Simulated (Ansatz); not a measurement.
Input

```
crystal:
  lattice:
    - [3.3577096578, 0.0, 0.0]
    - [-1.6788548289, 2.9078618622, 0.0]
    - [0.0, 0.0, 7.8766539581]
  atoms:
    - { symbol: Mg, position: [0.0, 0.0, 0.9890758773] }
    - { symbol: Ge, position: [0.6666666667, 0.3333333333, 0.6753035512] }
    - { symbol: Ge, position: [0.3333333333, 0.6666666667, 0.331909961] }
    - { symbol: "N", position: [0.3333333333, 0.6666666667, 0.5837191949] }
    - { symbol: "N", position: [0.0, 0.0, 0.2681554774] }
    - { symbol: "N", position: [0.6666666667, 0.3333333333, 0.9018359382] }
basis:
  ecutwfc: 420
kpoints:
  mp_grid: { grid: [12, 12, 4] }
  band_path:
    path:
      - [[0.0, 0.0, 0.0], [0.5, 0.0, 0.0], [0.33333333, 0.33333333, 0.0], [0.0, 0.0, 0.0], [0.0, 0.0, 0.5], [0.5, 0.0, 0.5], [0.33333333, 0.33333333, 0.5], [0.0, 0.0, 0.5]]
      - [[0.5, 0.0, 0.5], [0.5, 0.0, 0.0]]
      - [[0.33333333, 0.33333333, 0.5], [0.33333333, 0.33333333, 0.0]]
    npoints: 14
hamiltonian:
  xc: pbe
scf:
  occupations: { method: gaussian, width: 0.1 }
  n_extra_bands: 15
output:
  forces: true
  stress: true
  eigenvalues: true
  populations: true
  dos: { projected: true, de: 0.02, nscf_kmesh: { grid: [15, 15, 5] } }
  bader: true
  write_density: true
  write_potential: true
  elf: true
  volumetric_format: npy
```

Run with:

```sh
ansatz run input.yaml --threads 1 --pin off --max-ram 2560MiB --backend cpu --events-out ev --progress --plain --runs-dir out
```

Below, planes, directions and counts refer to the conventional cell (a = 3.36 Å, b = 3.36 Å, c = 7.88 Å, α = 90.00°, β = 90.00°, γ = 120.00°).

Space group P3m1; a generated structure, not necessarily the stable one; computed without spin polarisation.

All numbers below come from DFT PBE, scalar-relativistic, plane waves, PAW in Ansatz.

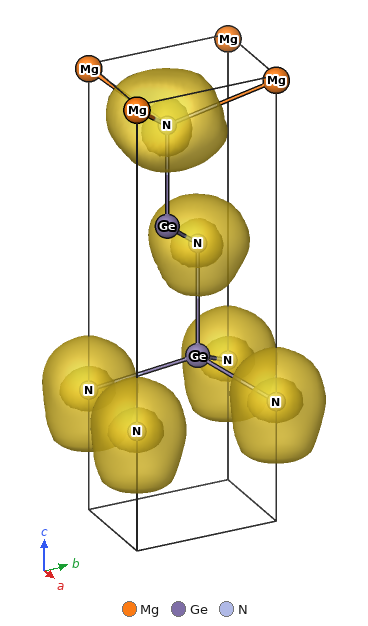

MgGe$_{2}$N$_{3}$. Isosurface of the ELF at 0.7 (yellow), seen slightly off an axis. Only the valence region is drawn (cores and ρ < 0.01 e/Å³ removed). Sticks mark near contacts.

Core electrons are frozen (PAW), and the valence fields are smoothed inside the atomic spheres.

Question: What do the ELF domains correspond to?

Answer: At this value the surface marks out three regions wrapped around N (the valence shell of each), counted in one cell of 6 atoms. Any copies at cell faces, edges or corners count once. Along the contacts the grid gives the following. Ge–N (1.78 Å): the ELF peaks at about 0.75 in the valence shell of N, 0.6 Å from its nucleus, and is about 0.60 at the midpoint. Mg–N (2.06 Å): the ELF peaks at about 0.85 in the valence shell of N, 0.7 Å from its nucleus, and is about 0.45 at the midpoint.
